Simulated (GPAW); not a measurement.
The C K edge of atom 5 in ZnNi3C (Pm-3m), with 6 Ni at 1.88 Å (octahedral, site symmetry m-3m), was computed in 2 ways: excited-electron core hole (neutral cell) and no core hole. Program and functional: GPAW, LDA, Gaussian full width 0.9 eV up to 4 eV, rising linearly to 3.5 eV at 25 eV; cells of 5 and 20 atoms (the run without a hole in the smaller).

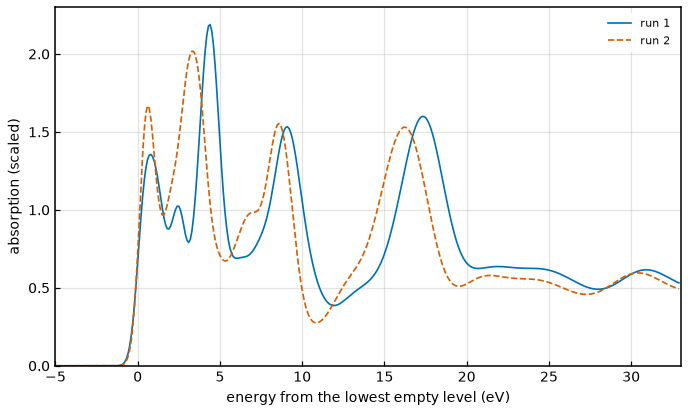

Each run is counted from its own lowest empty level or Fermi level and scaled to a mean of 1 over its first 20 eV.

**Question.** Which run is which?

Run 1: no core hole (area from −2 to 6 eV 7.4, main maxima 0.8 eV (1.36), 4.4 eV (2.19), 9.1 eV (1.53) and 17.3 eV (1.60)). Run 2: excited-electron core hole (neutral cell) (area from −2 to 6 eV 7.8, main maxima 0.6 eV (1.67), 3.3 eV (2.02), 8.6 eV (1.55) and 16.2 eV (1.53)). With each curve scaled to its own mean, the area from −2 to 6 eV with the hole is 7.8 against 7.4, and the centre of weight from −1 to 20 eV moves by -0.5 eV (first and strongest maxima below 20 eV: 0.8 eV (1.36), 4.4 eV (2.19), 9.1 eV (1.53) and 17.3 eV (1.60) without the hole, 0.6 eV (1.67), 3.3 eV (2.02) and 8.6 eV (1.55) with it); the shape changes all the same, by 39 % r.m.s.

[Hosts, paths, dates, database ids (printed as entryN), source tags and the programs' standing remarks are cut or masked in the printed files.]

[Lists of maxima count a maximum above −3 eV only where it reaches 4 % of the highest in the window and stands out from its surroundings by 2 % of it (1.5 % where it reaches 55 %); shoulders and weaker maxima are passed over, and of the rest the first, up to two pre-edge ones and the few strongest are named.]
